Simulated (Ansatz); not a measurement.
# Single-point calculation, with input and output: C5H14OSi

System: C5H14OSi, SMILES CCO[Si](C)(C)C.
Method: RKS PBE0-D4/def2-TZVPP (Ansatz 0.2.0).

The geometry comes from this level: PBE0-D4/def2-TZVP.

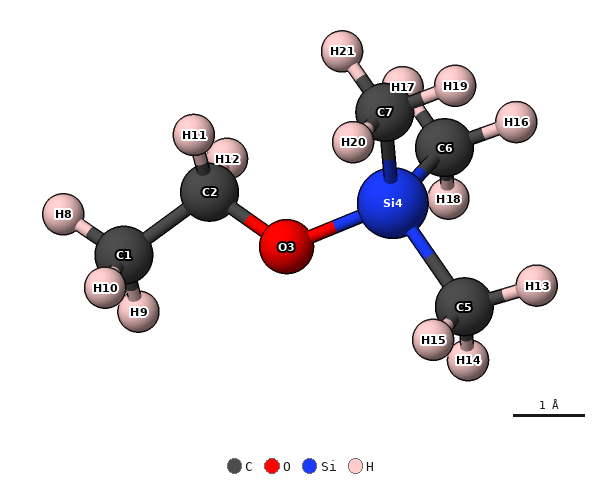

Fig. 1: The structure as given in the input (ball-and-stick view, seen at a tilt; atoms are numbered from 1 in the order of the input).

Input
```yaml
crystal:
  periodic: [false, false, false]
  atoms:
    - {symbol: C, position_ang: [0.874888, -2.721209, -1.256028]}
    - {symbol: C, position_ang: [0.645814, -1.700890, -0.167712]}
    - {symbol: O, position_ang: [0.060105, -0.546648, -0.723066]}
    - {symbol: Si, position_ang: [-0.316980, 0.814335, 0.139215]}
    - {symbol: C, position_ang: [-1.063750, 1.982154, -1.103000]}
    - {symbol: C, position_ang: [-1.540062, 0.402190, 1.493677]}
    - {symbol: C, position_ang: [1.228230, 1.543733, 0.901287]}
    - {symbol: H, position_ang: [1.327772, -3.626711, -0.844610]}
    - {symbol: H, position_ang: [-0.070641, -2.990551, -1.731001]}
    - {symbol: H, position_ang: [1.539262, -2.317998, -2.022972]}
    - {symbol: H, position_ang: [1.600492, -1.449676, 0.315476]}
    - {symbol: H, position_ang: [-0.007574, -2.122808, 0.608721]}
    - {symbol: H, position_ang: [-1.349669, 2.926442, -0.631905]}
    - {symbol: H, position_ang: [-1.956756, 1.546542, -1.557686]}
    - {symbol: H, position_ang: [-0.353176, 2.204332, -1.902814]}
    - {symbol: H, position_ang: [-1.835208, 1.305557, 2.035103]}
    - {symbol: H, position_ang: [-1.117074, -0.292868, 2.224132]}
    - {symbol: H, position_ang: [-2.444952, -0.051645, 1.081191]}
    - {symbol: H, position_ang: [0.996056, 2.472492, 1.430277]}
    - {symbol: H, position_ang: [1.973661, 1.772043, 0.135054]}
    - {symbol: H, position_ang: [1.685161, 0.861983, 1.623761]}
basis:
  gaussian: {orbitals: def2-TZVPP}
hamiltonian: {xc: pbe0, dispersion: d4}
output: {orbitals: {seedname: orbitals}}
```

Machine: 2 CPU threads, shared host.

Launch command:
```bash
ansatz run in.yaml --threads 2 --pin off --events-out ev --progress --plain --max-ram 32768MiB --backend cuda --devices 0, --max-vram 18GiB
```

The program's output
```
Functional definition: PBE0
  name "PBE0"
  cite "Adamo & Barone, J. Chem. Phys. 110, 6158 (1999) doi:10.1063/1.478522"
  cite "Perdew, Burke & Ernzerhof, Phys. Rev. Lett. 77, 3865 (1996) doi:10.1103/PhysRevLett.77.3865"
  parent pbe
  parameter a = 0.25
  parameter kappa = 0.804
  parameter beta = 0.06672455060314922
  exchange = (1 - a)*pbe_x(kappa = kappa, mu = beta*pi^2/3) + a*exact_x
  correlation = pbe_c(beta = beta)
2168 factors; their error is unknown
mean field evaluation 1: about -15312.4304 eV, gradient 9.5e1 eV
mean field evaluation 2: about -15306.6157 eV, gradient 1.0e2 eV
mean field evaluation 4: about -15331.4764 eV, gradient 5.8e0 eV
mean field evaluation 8: about -15331.5393 eV, gradient 5.4e-2 eV
mean field evaluation 16: about -15331.5383 eV, gradient 4.8e-5 eV
mean field -15331.53831677 eV, -563.4236410513 hartree, gradient 4.8e-5 eV, S^2 0.000000; 0 other end points of the search recorded, 0 dependent functions left out
reference -15331.53836132 eV, -563.4236426884 hartree; 33, 33 occupied and 391, 391 virtual orbitals, 2168 factors
Total energy: -15331.93887629 eV, -563.4383613422 hartree
```

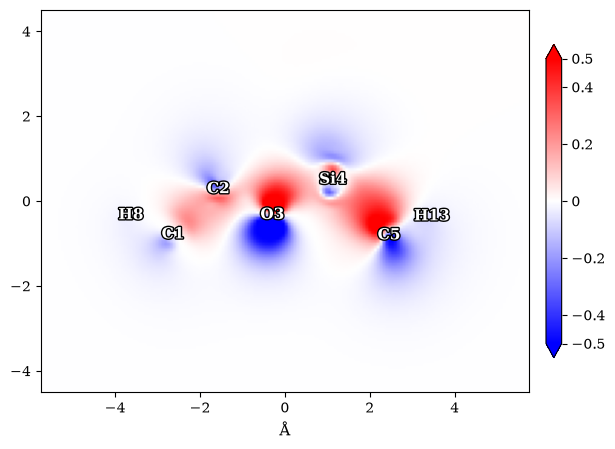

Fig. 2: One frontier orbital on the plane of atoms C2, C1 and H8 (values in Å⁻³ᐟ²; the overall sign is arbitrary). The HOMO−1, at −8.11 eV. By Hirshfeld shares it lies mainly on O3 (25 %), C5 (20 %), Si4 (15 %), C6 (10 %) and C7 (10 %).

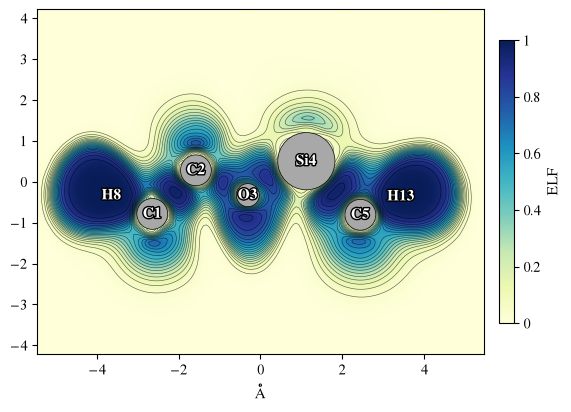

Fig. 3: Electron localisation function on the plane of atoms C1, C2 and O3. Grey discs, where drawn, cover atomic cores. Si–O (1.65 Å): the ELF peaks at about 0.85 between the atoms (a polar covalent bond). C–H (1.09 Å): the ELF climbs to about 1 towards the hydrogen, as it does in any bond to H (a covalent bond by its length).

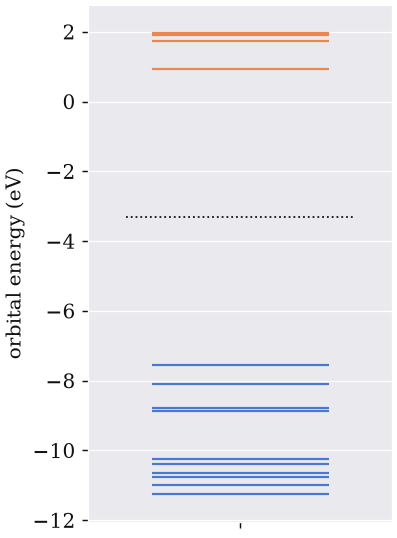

Fig. 4: Orbital energies near the frontier; the dotted line parts filled from empty levels, and levels within 0.02 eV of each other stand side by side. Highest filled −7.55 eV, lowest empty 0.94 eV, 8.49 eV apart.

Results in brief

```json
{"quantity": "outcome", "value": "converged"}
{"quantity": "total energy", "value": "−15331.9389 eV"}
{"quantity": "mean-field energy", "value": "−15331.5384 eV"}
{"quantity": "dispersion energy", "value": "−0.4005 eV"}
{"quantity": "SCF solution under orbital rotations", "value": "stable"}
{"quantity": "HOMO", "value": "−7.55 eV"}
{"quantity": "LUMO", "value": "0.94 eV"}
{"quantity": "wall time", "value": "7 s (CPU time 7.2 s)"}
{"quantity": "peak memory", "value": "0.91 GiB"}
```
